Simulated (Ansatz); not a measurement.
## Electronic structure of GeH5N in real space

The calculation's input:

```
crystal:
  periodic: [false, false, false]
  atoms:
    - {symbol: Ge, position_ang: [-0.453882, 0.051088, 0.524702]}
    - {symbol: H, position_ang: [0.077134, 0.971604, 1.633428]}
    - {symbol: N, position_ang: [0.704125, 0.208983, -0.900223]}
    - {symbol: H, position_ang: [1.660193, -0.029291, -0.673182]}
    - {symbol: H, position_ang: [-1.832592, 0.516809, 0.034030]}
    - {symbol: H, position_ang: [-0.584678, -1.384229, 1.088473]}
    - {symbol: H, position_ang: [0.429800, -0.334966, -1.707228]}
basis:
  gaussian: {orbitals: def2-TZVPP}
hamiltonian: {xc: pbe0, dispersion: d4}
output: {orbitals: {seedname: orbitals}}
```

Launched as:

```sh
ansatz run in.yaml --threads 2 --pin off --events-out ev --progress --plain --max-ram 4352MiB
```

The reactant side of a reaction path; geometry: PBE0-D4/def2-TZVP.

All numbers below come from Ansatz 0.2.0, RKS PBE0-D4/def2-TZVPP.

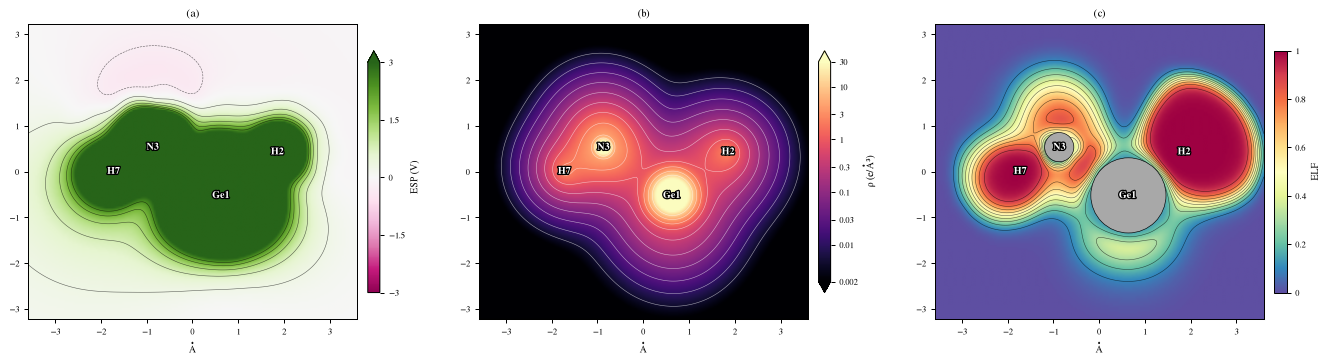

Figure 1. (a) molecular electrostatic potential; (b) electron density; (c) ELF on the plane of atoms H2, Ge1 and N3. Grey discs cover the atomic cores in the ELF map.

Q: What does the map show?

A:
- Atoms in the plane: Ge, H and N.
- Ge–N (1.84 Å): ρ is about 0.96 e/Å³ halfway; the ELF peaks at about 0.90 in the valence shell of N, 0.7 Å from its nucleus, and is about 0.50 at the midpoint.
- N–H (1.01 Å): the density is about 2.9 e/Å³ at the midpoint; the ELF climbs to about 1 towards the hydrogen, as it does in any bond to H (a covalent bond by its length).
- Ge–H (1.54 Å): ρ is about 1.1 e/Å³ halfway; the ELF climbs to about 1 towards the hydrogen.
- Outside the dense part of the molecule the potential is most negative (−0.4 V) near H4 and H7, which lies off the plane.

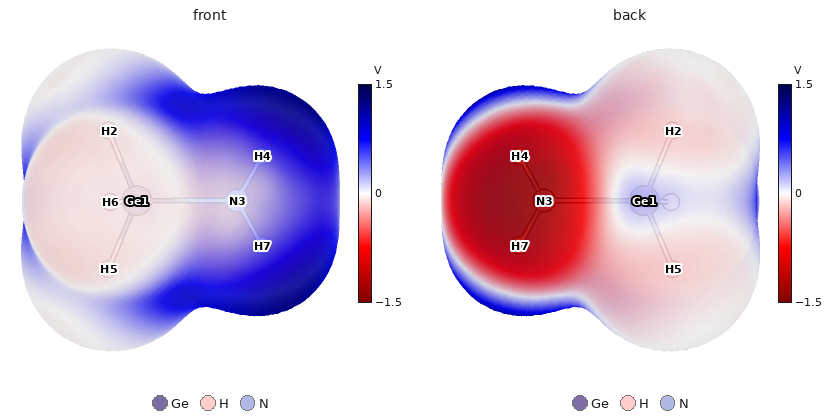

Figure 2. The electrostatic potential painted on the density surface at 0.001 e/bohr³, seen from the front and from behind; red is negative and blue positive.

Q: Which sites attract a positive test charge, and which a negative one?

A: A positive charge is drawn to the negative regions and a negative charge to the positive ones. The most negative region (about −1.3 V) lies over N3, the most positive (about +1.3 V) over H4 and H7. N3 is the likeliest acceptor of a hydrogen bond.

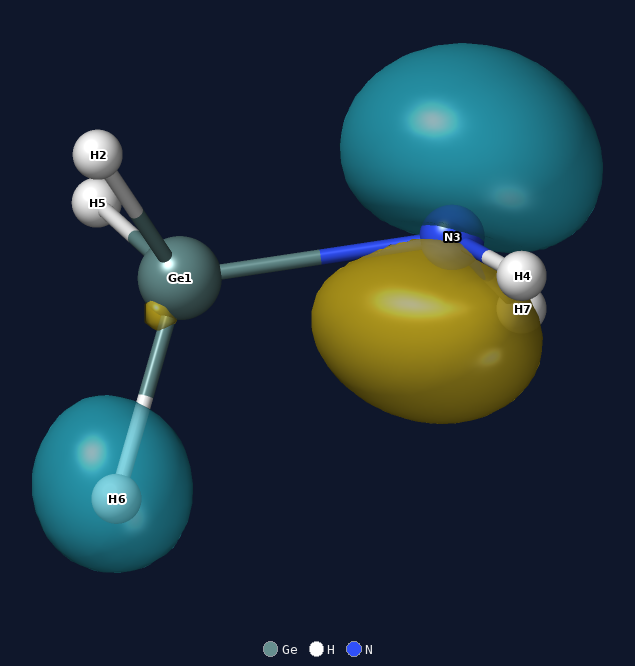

Figure 3. The HOMO at ±0.2 Å⁻³ᐟ² (yellow and cyan are the two phases), seen from one side.

Q: What is the character of this orbital?

A: Its weight (Hirshfeld) is mainly on N3 (about 65 %), Ge1 (about 15 %) and H6 (about 10 %). Its energy is −7.33 eV.

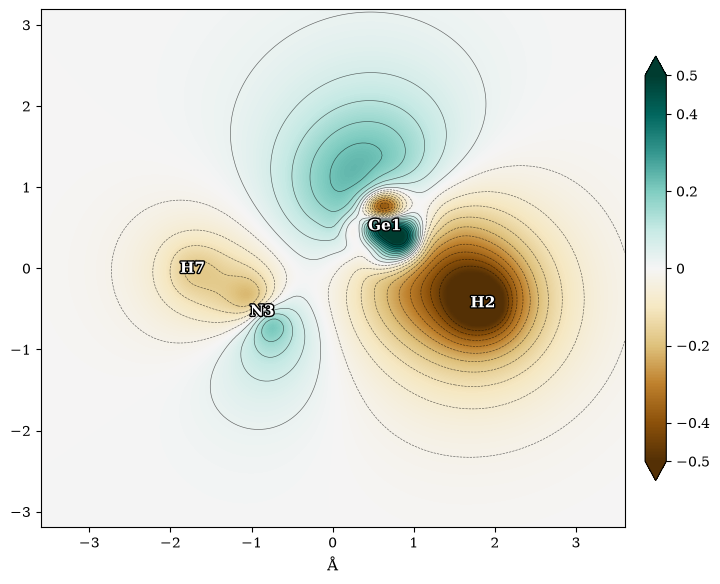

Figure 4. The HOMO−1 on the plane of atoms Ge1, N3 and H7 (values in Å⁻³ᐟ²; the overall sign is arbitrary).

Q: What is the character of this orbital?

A: It lies mainly on Ge1 (about 40 %), H2 (about 25 %) and H5 (about 25 %). Its energy is −9.47 eV.
